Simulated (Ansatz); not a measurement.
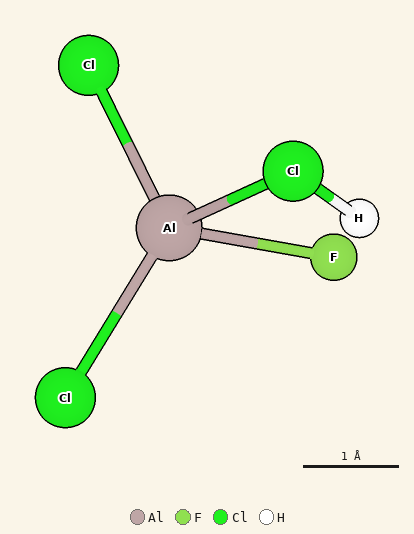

*The structure as given in the input (ball-and-stick view, seen at a tilt). Sticks mark near contacts.*

Bond lengths as drawn: Al–Cl 2.12 to 2.39 Å, Al–F 1.84 Å and Cl–H 1.52 Å.

Molecular dynamics of AlHCl3F (part 1 of 3)

The run: molecular dynamics of AlHCl3F. Method and program: UKS BLYP-D4/cc-pVDZ (Ansatz 0.2.0).

It belongs to a series of runs on one base structure; here: dynamics from the highest image of the converged band.

The program's output:
```
Engine: ansatz 0.2.0, x86_64-unknown-linux-gnu
Functional definition: BLYP
  parameter beta = 0.0042
  parameter a = 0.04918
  parameter b = 0.132
  parameter c = 0.2533
  parameter d = 0.349
  exchange = b88_x(beta = beta)
  correlation = lyp_c(a = a, b = b, c = c, d = d)
1239 factors; their error is unknown
mean field evaluation 1: about -46901.3054 eV, gradient 2.5e1 eV
mean field evaluation 2: about -46894.7468 eV, gradient 5.2e1 eV
mean field evaluation 4: about -46903.7611 eV, gradient 1.7e0 eV
mean field evaluation 8: about -46903.6921 eV, gradient 3.9e-2 eV
mean field -46903.69214311 eV, -1723.6788937949 hartree, gradient 4.9e-5 eV, S^2 0.000000; 0 other end points of the search recorded, 0 dependent functions left out
the calculation of the forces begins
reference -46903.69248124 eV, -1723.6789062211 hartree; 37, 37 occupied and 54, 54 virtual orbitals, 1239 factors
md step     0: t =     0.00 fs  T =   300.0 K  F+E_penalty+E_count = -46904.08597268 eV  E_kin = 0.155112 eV  conserved = -46903.93086069 eV  (25 SCF iters)
these checks for a lower state are left out or cut short: starts, cluster_reference, orbital_swaps, neighbouring_geometries, increment
1239 factors; their error is unknown
mean field evaluation 16: about -46903.6914 eV, gradient 2.0e-1 eV
mean field -46903.69179802 eV, -1723.6788811130 hartree, gradient 1.7e-5 eV, S^2 0.000000; 0 other end points of the search recorded, 0 dependent functions left out
the calculation of the forces begins
reference -46903.69213617 eV, -1723.6788935398 hartree; 37, 37 occupied and 54, 54 virtual orbitals, 1239 factors
md step     1: t =     0.50 fs  T =   299.4 K  F+E_penalty+E_count = -46904.08568714 eV  E_kin = 0.154827 eV  conserved = -46903.93086034 eV  (24 SCF iters, 3 dispersion substeps)
[... from here on the SCF iterations and repeated set-up lines of each step are left out, up to the last step ...]
md step     2: t =     1.00 fs  T =   297.9 K  F+E_penalty+E_count = -46904.08488904 eV  E_kin = 0.154030 eV  conserved = -46903.93085892 eV  (24 SCF iters, 3 dispersion substeps)
md step     3: t =     1.50 fs  T =   295.4 K  F+E_penalty+E_count = -46904.08360000 eV  E_kin = 0.152743 eV  conserved = -46903.93085671 eV  (24 SCF iters, 3 dispersion substeps)
md step     4: t =     2.00 fs  T =   292.1 K  F+E_penalty+E_count = -46904.08185537 eV  E_kin = 0.151002 eV  conserved = -46903.93085371 eV  (25 SCF iters, 3 dispersion substeps)
md step     5: t =     2.50 fs  T =   287.9 K  F+E_penalty+E_count = -46904.07970302 eV  E_kin = 0.148853 eV  conserved = -46903.93085010 eV  (24 SCF iters, 3 dispersion substeps)
md step     6: t =     3.00 fs  T =   283.1 K  F+E_penalty+E_count = -46904.07720093 eV  E_kin = 0.146355 eV  conserved = -46903.93084617 eV  (25 SCF iters, 3 dispersion substeps)
md step     7: t =     3.50 fs  T =   277.7 K  F+E_penalty+E_count = -46904.07441404 eV  E_kin = 0.143572 eV  conserved = -46903.93084182 eV  (24 SCF iters, 3 dispersion substeps)
md step     8: t =     4.00 fs  T =   271.9 K  F+E_penalty+E_count = -46904.07141212 eV  E_kin = 0.140575 eV  conserved = -46903.93083738 eV  (24 SCF iters, 3 dispersion substeps)
md step     9: t =     4.50 fs  T =   265.8 K  F+E_penalty+E_count = -46904.06826623 eV  E_kin = 0.137433 eV  conserved = -46903.93083304 eV  (24 SCF iters, 3 dispersion substeps)
md step    10: t =     5.00 fs  T =   259.6 K  F+E_penalty+E_count = -46904.06504587 eV  E_kin = 0.134217 eV  conserved = -46903.93082896 eV  (24 SCF iters, 3 dispersion substeps)
md step    11: t =     5.50 fs  T =   253.3 K  F+E_penalty+E_count = -46904.06181634 eV  E_kin = 0.130991 eV  conserved = -46903.93082528 eV  (24 SCF iters, 3 dispersion substeps)
md step    12: t =     6.00 fs  T =   247.2 K  F+E_penalty+E_count = -46904.05863643 eV  E_kin = 0.127814 eV  conserved = -46903.93082215 eV  (24 SCF iters, 3 dispersion substeps)
md step    13: t =     6.50 fs  T =   241.3 K  F+E_penalty+E_count = -46904.05555657 eV  E_kin = 0.124737 eV  conserved = -46903.93081965 eV  (24 SCF iters, 3 dispersion substeps)
md step    14: t =     7.00 fs  T =   235.6 K  F+E_penalty+E_count = -46904.05261751 eV  E_kin = 0.121800 eV  conserved = -46903.93081774 eV  (23 SCF iters, 3 dispersion substeps)
md step    15: t =     7.50 fs  T =   230.2 K  F+E_penalty+E_count = -46904.04984995 eV  E_kin = 0.119033 eV  conserved = -46903.93081646 eV  (23 SCF iters, 3 dispersion substeps)
md step    16: t =     8.00 fs  T =   225.2 K  F+E_penalty+E_count = -46904.04727440 eV  E_kin = 0.116459 eV  conserved = -46903.93081578 eV  (23 SCF iters, 3 dispersion substeps)
md step    17: t =     8.50 fs  T =   220.7 K  F+E_penalty+E_count = -46904.04490188 eV  E_kin = 0.114086 eV  conserved = -46903.93081561 eV  (24 SCF iters, 3 dispersion substeps)
md step    18: t =     9.00 fs  T =   216.5 K  F+E_penalty+E_count = -46904.04273517 eV  E_kin = 0.111919 eV  conserved = -46903.93081586 eV  (23 SCF iters, 3 dispersion substeps)
md step    19: t =     9.50 fs  T =   212.7 K  F+E_penalty+E_count = -46904.04077042 eV  E_kin = 0.109954 eV  conserved = -46903.93081644 eV  (21 SCF iters, 3 dispersion substeps)
md step    20: t =    10.00 fs  T =   209.2 K  F+E_penalty+E_count = -46904.03899910 eV  E_kin = 0.108182 eV  conserved = -46903.93081720 eV  (21 SCF iters, 3 dispersion substeps)
md step    21: t =    10.50 fs  T =   206.2 K  F+E_penalty+E_count = -46904.03741013 eV  E_kin = 0.106592 eV  conserved = -46903.93081794 eV  (28 SCF iters, 3 dispersion substeps)
md step    22: t =    11.00 fs  T =   203.4 K  F+E_penalty+E_count = -46904.03599209 eV  E_kin = 0.105173 eV  conserved = -46903.93081865 eV  (21 SCF iters, 3 dispersion substeps)
md step    23: t =    11.50 fs  T =   201.0 K  F+E_penalty+E_count = -46904.03473494 eV  E_kin = 0.103916 eV  conserved = -46903.93081914 eV  (24 SCF iters, 3 dispersion substeps)
md step    24: t =    12.00 fs  T =   198.8 K  F+E_penalty+E_count = -46904.03363170 eV  E_kin = 0.102812 eV  conserved = -46903.93081934 eV  (24 SCF iters, 3 dispersion substeps)
md step    25: t =    12.50 fs  T =   197.0 K  F+E_penalty+E_count = -46904.03267959 eV  E_kin = 0.101860 eV  conserved = -46903.93081924 eV  (24 SCF iters, 3 dispersion substeps)
md step    26: t =    13.00 fs  T =   195.5 K  F+E_penalty+E_count = -46904.03188042 eV  E_kin = 0.101062 eV  conserved = -46903.93081868 eV  (24 SCF iters, 3 dispersion substeps)
md step    27: t =    13.50 fs  T =   194.2 K  F+E_penalty+E_count = -46904.03124121 eV  E_kin = 0.100423 eV  conserved = -46903.93081803 eV  (24 SCF iters, 3 dispersion substeps)
md step    28: t =    14.00 fs  T =   193.3 K  F+E_penalty+E_count = -46904.03077261 eV  E_kin = 0.099955 eV  conserved = -46903.93081717 eV  (24 SCF iters, 3 dispersion substeps)
md step    29: t =    14.50 fs  T =   192.8 K  F+E_penalty+E_count = -46904.03048841 eV  E_kin = 0.099672 eV  conserved = -46903.93081623 eV  (24 SCF iters, 3 dispersion substeps)
md step    30: t =    15.00 fs  T =   192.6 K  F+E_penalty+E_count = -46904.03040385 eV  E_kin = 0.099589 eV  conserved = -46903.93081530 eV  (24 SCF iters, 3 dispersion substeps)
md step    31: t =    15.50 fs  T =   192.9 K  F+E_penalty+E_count = -46904.03053377 eV  E_kin = 0.099719 eV  conserved = -46903.93081451 eV  (23 SCF iters, 3 dispersion substeps)
md step    32: t =    16.00 fs  T =   193.6 K  F+E_penalty+E_count = -46904.03089071 eV  E_kin = 0.100077 eV  conserved = -46903.93081396 eV  (24 SCF iters, 3 dispersion substeps)
md step    33: t =    16.50 fs  T =   194.7 K  F+E_penalty+E_count = -46904.03148320 eV  E_kin = 0.100669 eV  conserved = -46903.93081377 eV  (23 SCF iters, 3 dispersion substeps)
md step    34: t =    17.00 fs  T =   196.3 K  F+E_penalty+E_count = -46904.03231424 eV  E_kin = 0.101500 eV  conserved = -46903.93081398 eV  (23 SCF iters, 3 dispersion substeps)
md step    35: t =    17.50 fs  T =   198.4 K  F+E_penalty+E_count = -46904.03338039 eV  E_kin = 0.102566 eV  conserved = -46903.93081461 eV  (23 SCF iters, 3 dispersion substeps)
md step    36: t =    18.00 fs  T =   200.9 K  F+E_penalty+E_count = -46904.03467153 eV  E_kin = 0.103856 eV  conserved = -46903.93081563 eV  (23 SCF iters, 3 dispersion substeps)
md step    37: t =    18.50 fs  T =   203.8 K  F+E_penalty+E_count = -46904.03617124 eV  E_kin = 0.105354 eV  conserved = -46903.93081697 eV  (24 SCF iters, 3 dispersion substeps)
md step    38: t =    19.00 fs  T =   207.0 K  F+E_penalty+E_count = -46904.03785799 eV  E_kin = 0.107040 eV  conserved = -46903.93081836 eV  (24 SCF iters, 3 dispersion substeps)
md step    39: t =    19.50 fs  T =   210.6 K  F+E_penalty+E_count = -46904.03970759 eV  E_kin = 0.108888 eV  conserved = -46903.93081989 eV  (24 SCF iters, 3 dispersion substeps)
md step    40: t =    20.00 fs  T =   214.4 K  F+E_penalty+E_count = -46904.04169502 eV  E_kin = 0.110874 eV  conserved = -46903.93082131 eV  (25 SCF iters, 3 dispersion substeps)
md step    41: t =    20.50 fs  T =   218.5 K  F+E_penalty+E_count = -46904.04379779 eV  E_kin = 0.112975 eV  conserved = -46903.93082233 eV  (24 SCF iters, 3 dispersion substeps)
md step    42: t =    21.00 fs  T =   222.8 K  F+E_penalty+E_count = -46904.04599913 eV  E_kin = 0.115176 eV  conserved = -46903.93082278 eV  (24 SCF iters, 3 dispersion substeps)
md step    43: t =    21.50 fs  T =   227.2 K  F+E_penalty+E_count = -46904.04829078 eV  E_kin = 0.117468 eV  conserved = -46903.93082251 eV  (25 SCF iters, 3 dispersion substeps)
md step    44: t =    22.00 fs  T =   231.8 K  F+E_penalty+E_count = -46904.05067550 eV  E_kin = 0.119854 eV  conserved = -46903.93082145 eV  (29 SCF iters, 3 dispersion substeps)
md step    45: t =    22.50 fs  T =   236.6 K  F+E_penalty+E_count = -46904.05316843 eV  E_kin = 0.122349 eV  conserved = -46903.93081956 eV  (27 SCF iters, 3 dispersion substeps)
md step    46: t =    23.00 fs  T =   241.7 K  F+E_penalty+E_count = -46904.05579712 eV  E_kin = 0.124980 eV  conserved = -46903.93081673 eV  (30 SCF iters, 3 dispersion substeps)
md step    47: t =    23.50 fs  T =   247.2 K  F+E_penalty+E_count = -46904.05860095 eV  E_kin = 0.127787 eV  conserved = -46903.93081370 eV  (29 SCF iters, 3 dispersion substeps)
md step    48: t =    24.00 fs  T =   253.0 K  F+E_penalty+E_count = -46904.06162590 eV  E_kin = 0.130815 eV  conserved = -46903.93081065 eV  (29 SCF iters, 3 dispersion substeps)
md step    49: t =    24.50 fs  T =   259.4 K  F+E_penalty+E_count = -46904.06491948 eV  E_kin = 0.134111 eV  conserved = -46903.93080816 eV  (29 SCF iters, 3 dispersion substeps)
md step    50: t =    25.00 fs  T =   266.4 K  F+E_penalty+E_count = -46904.06852150 eV  E_kin = 0.137714 eV  conserved = -46903.93080715 eV  (29 SCF iters, 3 dispersion substeps)
md step    51: t =    25.50 fs  T =   273.9 K  F+E_penalty+E_count = -46904.07245103 eV  E_kin = 0.141643 eV  conserved = -46903.93080800 eV  (29 SCF iters, 3 dispersion substeps)
md step    52: t =    26.00 fs  T =   282.1 K  F+E_penalty+E_count = -46904.07669411 eV  E_kin = 0.145881 eV  conserved = -46903.93081327 eV  (29 SCF iters, 3 dispersion substeps)
md step    53: t =    26.50 fs  T =   290.8 K  F+E_penalty+E_count = -46904.08118242 eV  E_kin = 0.150359 eV  conserved = -46903.93082369 eV  (29 SCF iters, 3 dispersion substeps)
md step    54: t =    27.00 fs  T =   299.7 K  F+E_penalty+E_count = -46904.08577739 eV  E_kin = 0.154937 eV  conserved = -46903.93084047 eV  (29 SCF iters, 3 dispersion substeps)
md step    55: t =    27.50 fs  T =   308.3 K  F+E_penalty+E_count = -46904.09025422 eV  E_kin = 0.159390 eV  conserved = -46903.93086419 eV  (29 SCF iters, 3 dispersion substeps)
md step    56: t =    28.00 fs  T =   316.0 K  F+E_penalty+E_count = -46904.09429599 eV  E_kin = 0.163401 eV  conserved = -46903.93089455 eV  (29 SCF iters, 3 dispersion substeps)
md step    57: t =    28.50 fs  T =   322.2 K  F+E_penalty+E_count = -46904.09750501 eV  E_kin = 0.166576 eV  conserved = -46903.93092900 eV  (30 SCF iters, 3 dispersion substeps)
md step    58: t =    29.00 fs  T =   325.9 K  F+E_penalty+E_count = -46904.09944465 eV  E_kin = 0.168483 eV  conserved = -46903.93096186 eV  (29 SCF iters, 3 dispersion substeps)
md step    59: t =    29.50 fs  T =   326.4 K  F+E_penalty+E_count = -46904.09972346 eV  E_kin = 0.168738 eV  conserved = -46903.93098571 eV  (29 SCF iters, 3 dispersion substeps)
md step    60: t =    30.00 fs  T =   323.2 K  F+E_penalty+E_count = -46904.09811735 eV  E_kin = 0.167127 eV  conserved = -46903.93099000 eV  (29 SCF iters, 3 dispersion substeps)
md step    61: t =    30.50 fs  T =   316.7 K  F+E_penalty+E_count = -46904.09471824 eV  E_kin = 0.163753 eV  conserved = -46903.93096554 eV  (29 SCF iters, 3 dispersion substeps)
md step    62: t =    31.00 fs  T =   307.8 K  F+E_penalty+E_count = -46904.09005251 eV  E_kin = 0.159142 eV  conserved = -46903.93091056 eV  (29 SCF iters, 3 dispersion substeps)
md step    63: t =    31.50 fs  T =   298.3 K  F+E_penalty+E_count = -46904.08508846 eV  E_kin = 0.154253 eV  conserved = -46903.93083538 eV  (29 SCF iters, 3 dispersion substeps)
md step    64: t =    32.00 fs  T =   290.7 K  F+E_penalty+E_count = -46904.08106158 eV  E_kin = 0.150298 eV  conserved = -46903.93076359 eV  (27 SCF iters, 3 dispersion substeps)
md step    65: t =    32.50 fs  T =   287.0 K  F+E_penalty+E_count = -46904.07911079 eV  E_kin = 0.148387 eV  conserved = -46903.93072401 eV  (29 SCF iters, 3 dispersion substeps)
md step    66: t =    33.00 fs  T =   288.4 K  F+E_penalty+E_count = -46904.07984340 eV  E_kin = 0.149106 eV  conserved = -46903.93073788 eV  (29 SCF iters, 3 dispersion substeps)
md step    67: t =    33.50 fs  T =   294.4 K  F+E_penalty+E_count = -46904.08303109 eV  E_kin = 0.152226 eV  conserved = -46903.93080511 eV  (29 SCF iters, 3 dispersion substeps)
md step    68: t =    34.00 fs  T =   303.1 K  F+E_penalty+E_count = -46904.08762062 eV  E_kin = 0.156717 eV  conserved = -46903.93090322 eV  (30 SCF iters, 3 dispersion substeps)
md step    69: t =    34.50 fs  T =   311.5 K  F+E_penalty+E_count = -46904.09207747 eV  E_kin = 0.161079 eV  conserved = -46903.93099814 eV  (29 SCF iters, 3 dispersion substeps)
md step    70: t =    35.00 fs  T =   316.9 K  F+E_penalty+E_count = -46904.09490268 eV  E_kin = 0.163842 eV  conserved = -46903.93106044 eV  (30 SCF iters, 3 dispersion substeps)
md step    71: t =    35.50 fs  T =   317.2 K  F+E_penalty+E_count = -46904.09508987 eV  E_kin = 0.164014 eV  conserved = -46903.93107543 eV  (29 SCF iters, 3 dispersion substeps)
md step    72: t =    36.00 fs  T =   312.0 K  F+E_penalty+E_count = -46904.09236257 eV  E_kin = 0.161318 eV  conserved = -46903.93104448 eV  (29 SCF iters, 3 dispersion substeps)
md step    73: t =    36.50 fs  T =   302.1 K  F+E_penalty+E_count = -46904.08716419 eV  E_kin = 0.156184 eV  conserved = -46903.93098051 eV  (30 SCF iters, 3 dispersion substeps)
md step    74: t =    37.00 fs  T =   289.3 K  F+E_penalty+E_count = -46904.08047039 eV  E_kin = 0.149570 eV  conserved = -46903.93090041 eV  (30 SCF iters, 3 dispersion substeps)
md step    75: t =    37.50 fs  T =   276.0 K  F+E_penalty+E_count = -46904.07352673 eV  E_kin = 0.142706 eV  conserved = -46903.93082047 eV  (31 SCF iters, 3 dispersion substeps)
md step    76: t =    38.00 fs  T =   264.7 K  F+E_penalty+E_count = -46904.06758894 eV  E_kin = 0.136835 eV  conserved = -46903.93075405 eV  (23 SCF iters, 3 dispersion substeps)
md step    77: t =    38.50 fs  T =   257.2 K  F+E_penalty+E_count = -46904.06370611 eV  E_kin = 0.132995 eV  conserved = -46903.93071099 eV  (23 SCF iters, 3 dispersion substeps)
md step    78: t =    39.00 fs  T =   255.0 K  F+E_penalty+E_count = -46904.06255846 eV  E_kin = 0.131860 eV  conserved = -46903.93069805 eV  (23 SCF iters, 3 dispersion substeps)
md step    79: t =    39.50 fs  T =   258.4 K  F+E_penalty+E_count = -46904.06434704 eV  E_kin = 0.133628 eV  conserved = -46903.93071920 eV  (23 SCF iters, 3 dispersion substeps)
md step    80: t =    40.00 fs  T =   266.8 K  F+E_penalty+E_count = -46904.06873386 eV  E_kin = 0.137959 eV  conserved = -46903.93077493 eV  (29 SCF iters, 3 dispersion substeps)
md step    81: t =    40.50 fs  T =   278.5 K  F+E_penalty+E_count = -46904.07484205 eV  E_kin = 0.143981 eV  conserved = -46903.93086065 eV  (29 SCF iters, 3 dispersion substeps)
md step    82: t =    41.00 fs  T =   290.8 K  F+E_penalty+E_count = -46904.08134123 eV  E_kin = 0.150377 eV  conserved = -46903.93096460 eV  (29 SCF iters, 3 dispersion substeps)
md step    83: t =    41.50 fs  T =   300.9 K  F+E_penalty+E_count = -46904.08665217 eV  E_kin = 0.155587 eV  conserved = -46903.93106485 eV  (29 SCF iters, 3 dispersion substeps)
md step    84: t =    42.00 fs  T =   305.9 K  F+E_penalty+E_count = -46904.08930018 eV  E_kin = 0.158170 eV  conserved = -46903.93113060 eV  (27 SCF iters, 3 dispersion substeps)
md step    85: t =    42.50 fs  T =   304.2 K  F+E_penalty+E_count = -46904.08839235 eV  E_kin = 0.157263 eV  conserved = -46903.93112969 eV  (29 SCF iters, 3 dispersion substeps)
md step    86: t =    43.00 fs  T =   296.0 K  F+E_penalty+E_count = -46904.08409331 eV  E_kin = 0.153049 eV  conserved = -46903.93104425 eV  (29 SCF iters, 3 dispersion substeps)
md step    87: t =    43.50 fs  T =   284.2 K  F+E_penalty+E_count = -46904.07785466 eV  E_kin = 0.146963 eV  conserved = -46903.93089124 eV  (29 SCF iters, 3 dispersion substeps)
md step    88: t =    44.00 fs  T =   273.5 K  F+E_penalty+E_count = -46904.07211729 eV  E_kin = 0.141389 eV  conserved = -46903.93072810 eV  (29 SCF iters, 3 dispersion substeps)
md step    89: t =    44.50 fs  T =   268.4 K  F+E_penalty+E_count = -46904.06941550 eV  E_kin = 0.138783 eV  conserved = -46903.93063239 eV  (29 SCF iters, 3 dispersion substeps)
md step    90: t =    45.00 fs  T =   271.9 K  F+E_penalty+E_count = -46904.07121799 eV  E_kin = 0.140563 eV  conserved = -46903.93065520 eV  (30 SCF iters, 3 dispersion substeps)
md step    91: t =    45.50 fs  T =   283.1 K  F+E_penalty+E_count = -46904.07717190 eV  E_kin = 0.146385 eV  conserved = -46903.93078671 eV  (30 SCF iters, 3 dispersion substeps)
```
